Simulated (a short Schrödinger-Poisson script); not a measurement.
Stack: gated In0.52Al0.48As/In0.53Ga0.47As δ-doped gas in a quantum well, at 300 K.

```csv
layer,material,thickness (nm),Na (cm⁻³)
1,In0.52Al0.48As,30,-
2,In0.52Al0.48As,2,-
3,In0.53Ga0.47As,8,-
4,In0.52Al0.48As,4000,4e15
```

The device is made up for the run: typed textbook-type constants, with dimensions and the other settings drawn at random. In0.52Al0.48As: permittivity 12.5, conduction-band edge (eV) 0.52, gap (eV) 1.45, electron mass (mₑ) 0.075, Nv at 300 K (cm⁻³) 1.1e19. In0.53Ga0.47As: permittivity 13.9, conduction-band edge (eV) 0, gap (eV) 0.74, Nv at 300 K (cm⁻³) 7.7e18.

Channel valleys (confinement mass, in-plane density-of-states mass, number): Γ 0.041, 0.041, 1. At the gate the conduction-band edge of layer 1 lies 0.65 eV − eVg above the Fermi level of the channel; the field vanishes at the back. Sheet of ionised δ-doping: +3.2e12 e/cm² at 30 nm from the gate. The barrier under the gate holds no holes. Gaps are held at their typed values at every temperature. Mesh 0.08 nm at interfaces.

Solved with a short Schrödinger-Poisson script written for these runs: 1D Poisson equation in equilibrium, electrons quantum, Hartree (BenDaniel-Duke, 40 states a valley, the channel's in-plane mass for all, wave functions free to enter the barrier), parabolic valleys, classical holes, full ionisation, no traps, pinning or gate leakage.

Only gate voltages with over 1e8 electrons/cm² are shown.

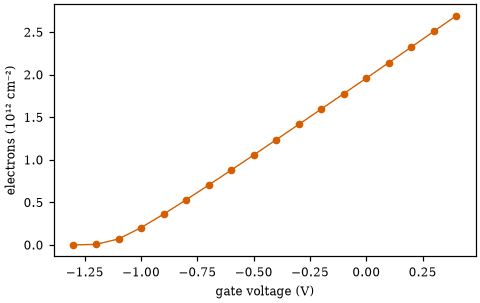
Figure. Sheet density against gate voltage

```
Vg (V)  electrons (cm⁻²)  in the channel layer  C (μF/cm²)  Γ E0 (meV)  Γ E1 (meV)
------  ----------------  --------------------  ----------  ----------  ----------
0.4              2.69e12               2.54e12       0.300      -153.3        46.6
0.3              2.51e12               2.37e12       0.297      -143.6        56.6
0.2              2.33e12               2.21e12       0.296      -133.7        66.9
0.1              2.14e12               2.04e12       0.295      -123.6        77.5
0                1.96e12               1.87e12       0.294      -113.2        88.2
-0.1             1.78e12               1.70e12       0.293      -102.8        99.1
-0.2             1.60e12               1.52e12       0.292       -92.1       110.2
-0.3             1.42e12               1.35e12       0.291       -81.3       121.4
-0.4             1.24e12               1.18e12       0.289       -70.4       132.8
-0.5             1.06e12               1.01e12       0.288       -59.1       144.6
-0.6             8.79e11               8.43e11       0.286       -47.4       156.8
-0.7             7.03e11               6.75e11       0.282       -35.1       169.7
-0.8             5.30e11               5.09e11       0.277       -21.6       183.8
-0.9             3.62e11               3.48e11       0.267        -6.0       200.0
-1               2.03e11               1.95e11       0.245        14.0       220.6
-1.1             6.99e10               6.73e10       0.183        45.7       252.8
-1.2              6.38e9                6.14e9      0.0526       109.4       316.9
-1.3              1.98e8                1.90e8      0.0242       199.4       406.9
```

Subbands count from the Fermi level.
